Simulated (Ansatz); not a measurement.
The starting structures come from a database of crystals and need not be the phases stable at ambient conditions.

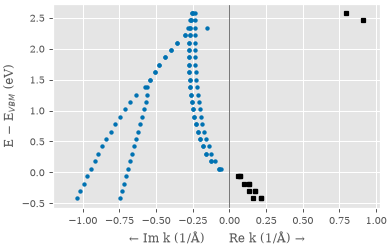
Complex bands at the centre of the two-dimensional zone; r2SCAN in Ansatz (a quantum-chemistry and plane-wave program)

The gap is the functional's own, uncorrected, and κ follows it; spin-orbit coupling is left out. Mid-gap means the computed energy nearest the middle.

**Question.** This is BeTe (F-43m, zinc blende, 2 atoms a cell, 22.7 Å³ an atom) along the normal of (001). Read off the slowest decay at the centre of the two-dimensional zone at 1.14 eV, the computed energy nearest the middle of the gap.

**Answer.** κ ≈ 0.21 1/Å, a decay length 1/(2κ) of the density of 2.4 Å.
